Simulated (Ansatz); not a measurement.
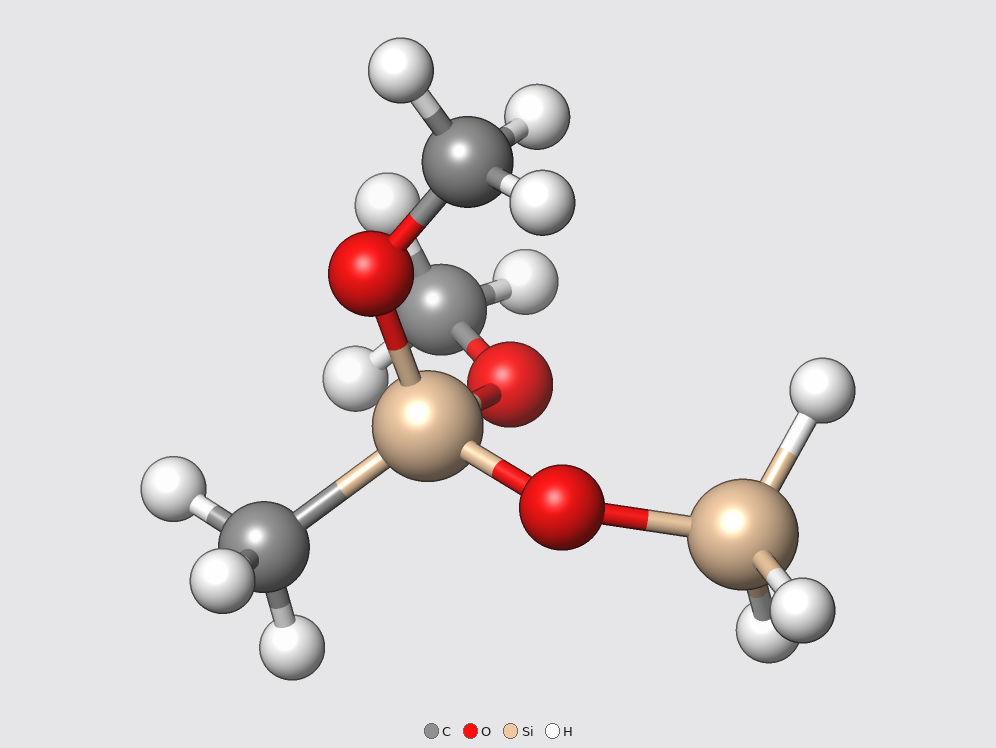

The computed structure is the end point of a PBE-D4/def2-SVP optimisation. No frequency run is at hand to confirm it as a minimum.

Give the structural formula.

SMILES: CO[Si](C)(OC)O[SiH3]

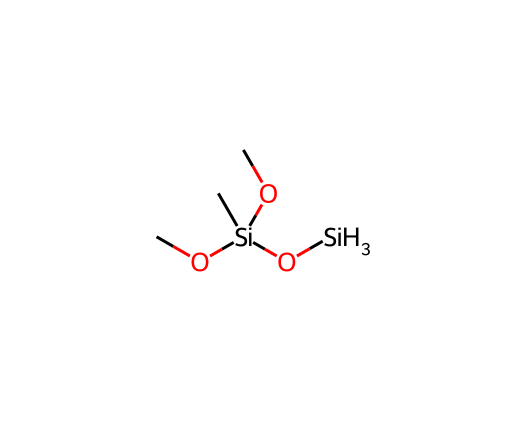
